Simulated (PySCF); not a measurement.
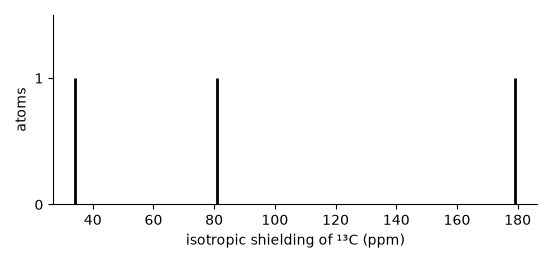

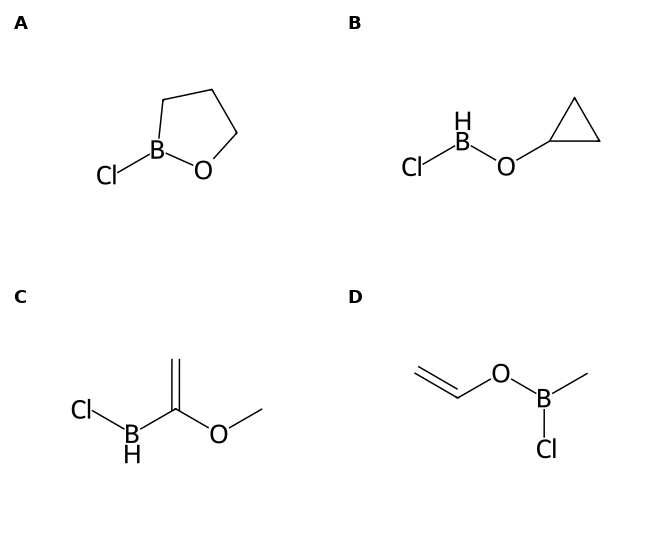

The sticks are computed shieldings of one of the molecules, for one fixed geometry (GFN2-xTB) without averaging over rotations. Low shielding means a high chemical shift. Method: GIAO PBE0/pcSseg-1 NMR shielding, non-relativistic, gas phase (PySCF 2.14.0).

Question: Match the spectrum to a structure.

Answer: D, `C=COB(C)Cl`. Its 3 C atoms give lines at 34.2, 80.9, 179.2 ppm.

The geometry is semi-empirical. Around B such bond lengths and angles can be off by a tenth of an ångström or more and by several degrees, and values that hang on the shape move with them.
